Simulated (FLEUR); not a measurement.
**How far to go with the basis cutoff: InSb (R3m, 2 atoms in the cell)**

```xyz
2
Lattice="0.0000 3.2303 3.2303 3.2303 0.0000 3.2303 3.2303 3.2303 0.0000" Properties=species:S:1:pos:R:3 pbc="T T T"
In     0.0289     0.0289     0.0289
Sb     1.6151     1.6151     1.6151
```

Method: LDA (Perdew-Zunger), all-electron FLAPW (FLEUR), scalar-relativistic valence in FLEUR.

Base settings: Kmax = 4.2 1/bohr; GmaxXC = 12.6 1/bohr; xcFunctional = pz; jspins = 1; l_soc = F; mode = hist; fermiSmearingEnergy = 0.00036749 Htr; mesh (inpgen div1-3) = 3 3 3; inpgen gamma flag = false; Gmax = 12.6 1/bohr.

Moved along: Gmax, GmaxXC.

The second cell is the first with its lattice scaled by 0.98.

The mesh stays at the base's, so the ladder's end is converged at best in this setting alone.

Only quantities that move along the ladder and can be compared are tabulated.

Core times come from one kind of shared machine, to one figure; runs under 30 s give none.

The starting cell has typed, rounded lattice constants, without a prior relaxation at this level. Its lattice was rescaled by up to half a per cent. One atom was moved a little off its site on purpose. Values depend on the basis (sphere radii, cutoffs, local orbitals), which need not be converged. No gap is read from this output.

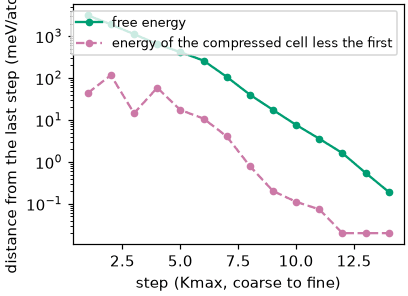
Figure: Distance from the last step along the ladder; very small values are drawn at a floor.

| Kmax | free energy less the last step's (meV/atom) | energy of the compressed cell less the first (meV/atom) | core time / last (rough) |
|---|---|---|---|
| 2.48 1/bohr | 3138.95 | -4.79 | – |
| 2.66 1/bohr | 1909.00 | -78.27 | – |
| 2.82 1/bohr | 1115.75 | 24.56 | – |
| 2.97 1/bohr | 647.12 | 97.78 | – |
| 3.11 1/bohr | 415.56 | 21.69 | – |
| 3.25 1/bohr | 261.36 | 28.16 | – |
| 3.51 1/bohr | 107.27 | 34.93 | 0.1 |
| 3.76 1/bohr | 40.34 | 38.21 | 0.1 |
| 3.98 1/bohr | 17.37 | 38.80 | 0.2 |
| 4.2 1/bohr | 7.65 | 39.12 | 0.2 |
| 4.4 1/bohr | 3.57 | 38.93 | 0.2 |
| 4.6 1/bohr | 1.62 | 39.00 | 0.2 |
| 4.88 1/bohr | 0.55 | 39.01 | 0.4 |
| 5.14 1/bohr | 0.19 | 39.01 | 0.6 |
| 5.56 1/bohr | 0.00 | 39.01 | 1 |

Coarsest Kmax that holds the energy of the compressed cell less the first within 0.5 meV/atom of the last step, with all finer ones: 3.98 1/bohr, at about 0.2 of the last step's time; the step before is off by 0.80 meV/atom.

Coarsest Kmax that holds the free energy within 5 meV/atom of the last step, with all finer ones: 4.4 1/bohr, at about 0.2 of the last step's time; the step before is off by 7.6 meV/atom.

The energy difference between the two cells stays within 1 meV/atom of the last step's from 3.76 1/bohr on, the total only from 4.88 1/bohr on: much of the error is common to both cells and cancels.
